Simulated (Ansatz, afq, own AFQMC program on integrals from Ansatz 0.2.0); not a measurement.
# AlBH2 (triplet): AFQMC on the coupled-cluster ladder at distance B1–Al2 = 2.555 Å, cc-pVDZ, part 2 of 2

Ansatz 0.2.0, Gaussian basis, and an in-house AFQMC program (afq) on its integrals; all values are calculated; cc-pVDZ, frozen cores. Earlier steps stand in the parts before.

**10. Phaseless AFQMC, CISD trial on UHF**

It reads the integrals that the CCSD(T) run on this determinant wrote.

On the command line:

```console
afq ham --method phaseless --trial cisd --walkers 60 --populations 1 --least-time 40 --time-step 0.005 --steps-per-block 50 --equilibration-blocks 28 --max-blocks 300 --target-error 0.00034 --factor-cut 1e-05 --start spin_pure --seed 7609 --release-times 0.24,0.51,0.99,1.62,2.4 --release-step 0.03 --release-every 4 --taylor-order 6
```

The program printed:

```text
orbitals 36  electrons 5 3  factors 260 of 399
reference energy -267.59910260 Eh
CCSD correlation -0.14036898 Eh in 15 cycles, weight of the determinant in the CISD state 0.8727
energy of the start -267.739144 Eh
 block  time / (1/Eh)  mean weight  energy / Eh
     1     0.250  1.0008  -267.737850
     2     0.500  1.0000  -267.738148
     3     0.750  0.9989  -267.738517
     4     1.000  1.0002  -267.739133
     5     1.250  0.9980  -267.740274
     6     1.500  1.0013  -267.741284
     7     1.750  1.0001  -267.742209
     8     2.000  0.9991  -267.742310
     9     2.250  0.9977  -267.741322
    10     2.500  1.0003  -267.743408
    13     3.250  0.9995  -267.744622
    17     4.250  0.9977  -267.746977
    21     5.250  1.0000  -267.744267
    25     6.250  0.9996  -267.746408
    29     7.250  1.0019  -267.746223
    33     8.250  0.9997  -267.743487
    37     9.250  0.9981  -267.749150
    41    10.250  1.0000  -267.746496
    45    11.250  1.0000  -267.740698
    49    12.250  0.9965  -267.742736
    53    13.250  1.0002  -267.742766
    57    14.250  1.0006  -267.741958
    61    15.250  1.0010  -267.744428
    65    16.250  0.9996  -267.746878
    69    17.250  0.9999  -267.742703
    73    18.250  1.0001  -267.742030
    77    19.250  1.0004  -267.748384
    81    20.250  1.0018  -267.745799
    85    21.250  0.9992  -267.747605
    89    22.250  1.0012  -267.749383
    93    23.250  1.0005  -267.742460
    97    24.250  0.9982  -267.745129
   101    25.250  1.0011  -267.744164
   105    26.250  0.9982  -267.743291
   109    27.250  0.9996  -267.744692
   113    28.250  0.9985  -267.745879
   117    29.250  0.9991  -267.740136
   121    30.250  1.0005  -267.745149
   125    31.250  1.0009  -267.741244
   129    32.250  0.9997  -267.744376
   133    33.250  1.0020  -267.742395
   137    34.250  1.0005  -267.746981
   141    35.250  1.0005  -267.750061
   145    36.250  1.0008  -267.741576
   149    37.250  0.9991  -267.743597
   153    38.250  1.0016  -267.746454
   157    39.250  0.9993  -267.742531
   161    40.250  1.0015  -267.742692
   165    41.250  1.0011  -267.748195
   169    42.250  0.9970  -267.746160
   173    43.250  1.0003  -267.743210
   177    44.250  0.9984  -267.744611
   181    45.250  0.9987  -267.743242
   185    46.250  1.0015  -267.743632
blocks merged  error / Eh  count
     1  0.000192  160
     2  0.000248  80
     4  0.000284  40
     8  0.000273  20
    16  0.000287  10
released: time / (1/Eh)  energy / Eh  error  mean overlap
  0.24  -267.744093  0.000398  1.0173
  0.51  -267.744524  0.000383  1.0050
  0.99  -267.744353  0.000332  1.0437
  1.62  -267.744322  0.000392  1.0516
  2.40  -267.744748  0.000574  1.0867
energy -267.744298 +/- 0.000284 Eh
```

Run time: 2.8 min. Hardware: 1 thread of Intel Xeon Platinum 8488C (Sapphire Rapids), shared host.

Energy -7285.6935 ± 0.0077 eV. Caveats: constraint bias not in the error.

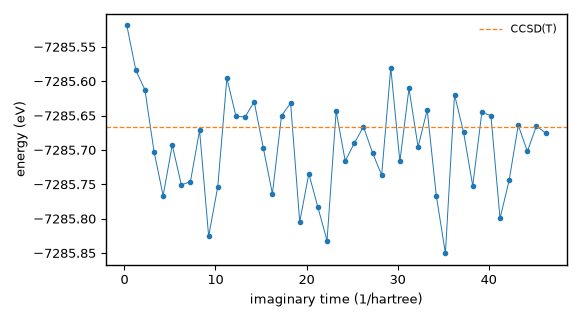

Block energies along the walk.

**11. Phaseless AFQMC, single-determinant trial on UHF**

It reads the integrals that the CCSD(T) run on this determinant wrote.

On the command line:

```console
afq ham --method phaseless --trial hf --walkers 120 --populations 1 --least-time 40 --time-step 0.005 --steps-per-block 20 --equilibration-blocks 112 --max-blocks 600 --target-error 0.00102 --factor-cut 1e-05 --start spin_pure --seed 6240 --taylor-order 6
```

The program printed:

```text
orbitals 36  electrons 5 3  factors 260 of 399
reference energy -267.59910260 Eh
CCSD correlation -0.14036898 Eh in 15 cycles, weight of the determinant in the CISD state 0.8727
energy of the start -267.599334 Eh
 block  time / (1/Eh)  mean weight  energy / Eh
     1     0.100  0.9999  -267.618891
     2     0.200  0.9998  -267.634183
     3     0.300  1.0016  -267.649044
     4     0.400  1.0010  -267.661185
     5     0.500  1.0006  -267.672583
     6     0.600  1.0008  -267.680450
     7     0.700  1.0014  -267.686609
     8     0.800  1.0018  -267.692238
     9     0.900  1.0013  -267.696278
    10     1.000  1.0005  -267.705460
    18     1.800  0.9997  -267.717735
    35     3.500  0.9999  -267.733528
    52     5.200  1.0000  -267.722702
    69     6.900  1.0001  -267.735544
    86     8.600  0.9988  -267.734295
   103    10.300  1.0001  -267.735381
   120    12.000  0.9994  -267.738367
   137    13.700  1.0009  -267.751755
   154    15.400  0.9997  -267.733525
   171    17.100  1.0008  -267.731911
   188    18.800  0.9988  -267.742381
   205    20.500  0.9995  -267.741213
   222    22.200  1.0008  -267.733471
   239    23.900  1.0004  -267.730649
   256    25.600  1.0006  -267.738449
   273    27.300  1.0012  -267.748367
   290    29.000  0.9994  -267.749609
   307    30.700  1.0004  -267.736444
   324    32.400  1.0011  -267.755863
   341    34.100  1.0017  -267.755720
   358    35.800  1.0002  -267.755465
   375    37.500  1.0001  -267.759397
   392    39.200  0.9989  -267.752356
   409    40.900  0.9998  -267.758073
   426    42.600  1.0009  -267.761835
   443    44.300  1.0001  -267.740543
   460    46.000  0.9989  -267.736376
   477    47.700  0.9995  -267.757020
   494    49.400  0.9993  -267.742434
   511    51.100  1.0011  -267.728671
   528    52.800  0.9993  -267.739736
   545    54.500  0.9984  -267.716818
   562    56.200  0.9990  -267.740029
   579    57.900  0.9985  -267.740166
   596    59.600  1.0014  -267.743382
   613    61.300  1.0009  -267.754473
   630    63.000  1.0003  -267.756483
   647    64.700  0.9997  -267.741043
   664    66.400  0.9998  -267.759651
   681    68.100  1.0001  -267.738087
   698    69.800  1.0002  -267.735058
blocks merged  error / Eh  count
     1  0.000432  600
     2  0.000585  300
     4  0.000788  150
     8  0.001041  75
    16  0.001365  37
    32  0.001811  18
    64  0.002223  9
energy -267.743471 +/- 0.001811 Eh
```

Run time: 2.8 min. Hardware: 1 thread of Intel Xeon Platinum 8488C (Sapphire Rapids), shared host.

Energy -7285.6710 ± 0.0493 eV. The run doesn't count as converged. Caveats: constraint bias not in the error; error not settled; error above the target. The error still grows with block length (0.0371 to 0.0605 eV), so the bar may be too small.

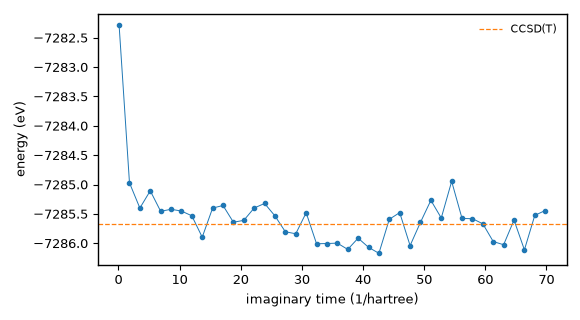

Block energies along the walk.

**12. Free-projection AFQMC, CISD trial on UHF**

It reads the integrals that the CCSD(T) run on this determinant wrote.

On the command line:

```console
afq ham --method free --trial cisd --walkers 60 --time-step 0.03 --max-blocks 80 --target-error 0.00034 --factor-cut 1e-05 --seed 9920 --times 0,0.3,0.6,1.2,1.8,2.4,3.6,4.8,6 --taylor-order 8
```

The program printed:

```text
orbitals 36  electrons 5 3  factors 260 of 399
reference energy -267.59910260 Eh
CCSD correlation -0.14036898 Eh in 15 cycles, weight of the determinant in the CISD state 0.8727
repeat  energy at the last time / Eh  error
    10  -267.745132  0.001103
    20  -267.744841  0.000735
    30  -267.745768  0.000671
    40  -267.745365  0.000530
    50  -267.745379  0.000452
    60  -267.745331  0.000393
    70  -267.745079  0.000385
    80  -267.745256  0.000383
time / (1/Eh)  energy / Eh  error  mean overlap
  0.00  -267.739370  0.000065  1.1453
  0.30  -267.741443  0.000087  1.1426
  0.60  -267.742594  0.000104  1.1450
  1.20  -267.743603  0.000141  1.1582
  1.80  -267.744193  0.000140  1.1621
  2.40  -267.744460  0.000159  1.1743
  3.60  -267.744802  0.000248  1.1901
  4.80  -267.744786  0.000265  1.1890
  6.00  -267.745256  0.000383  1.1939
energy -267.745256 +/- 0.000383 Eh
```

Run time: 3.6 min. Hardware: 1 thread of Intel Xeon Platinum 8488C (Sapphire Rapids), shared host.

Energy -7285.7196 ± 0.0104 eV. Caveats: remainder of the start not in the error.

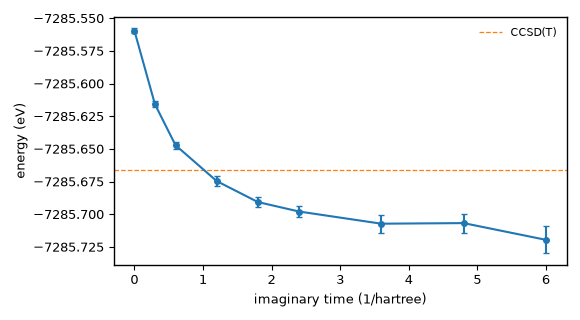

Energy against projection time, with error bars.

**13. AFQMC on the ladder**

On the UHF determinant, counted from CCSDT(Q) (a yardstick, not exact):

```csv
level,energy (eV),from CCSDT(Q) (kcal/mol),statistical error (kcal/mol),time
HF,-7281.7425,+91.67,,
MP2,-7284.5300,+27.39,,
CCSD,-7285.5622,+3.58,,
CCSD(T),-7285.6664,+1.18,,
CCSDT(Q),-7285.7176,0.00,,
"Phaseless AFQMC, CISD trial, step 0.005, 60 walkers",-7285.6935,+0.56,0.18,2.8 min
"Free-projection AFQMC, CISD trial, step 0.03, 60 walkers",-7285.7196,-0.05,0.24,3.6 min
```

The functionals' totals stand on their own zeros and serve differences with other points: PBE -7294.968 eV; r2SCAN -7298.847 eV; PBE0 -7295.829 eV; B3LYP -7300.792 eV; wB97M-V -7298.880 eV; B2PLYP -7295.810 eV.

**14. Outcome**

The summary covers parts 1 to 2.

| quantity | value |
| --- | --- |
| CCSD(T) on UHF from CCSDT(Q) | +1.18 kcal/mol |
| Phaseless AFQMC, CISD trial on UHF from CCSDT(Q) | +0.56 ± 0.18 kcal/mol |
| Free-projection AFQMC, CISD trial on UHF from CCSDT(Q) | -0.05 ± 0.24 kcal/mol |

**Reading.** On UHF the phaseless walk with the CISD trial lies +0.56 kcal/mol from CCSDT(Q), 3 times its error bar. Free projection has no constraint; at the last time it gives -0.05 ± 0.24 kcal/mol, and from a start that isn't spin pure other spins can mix in. Error bars are statistical and leave out the constraint, the time step and what remains of the start.
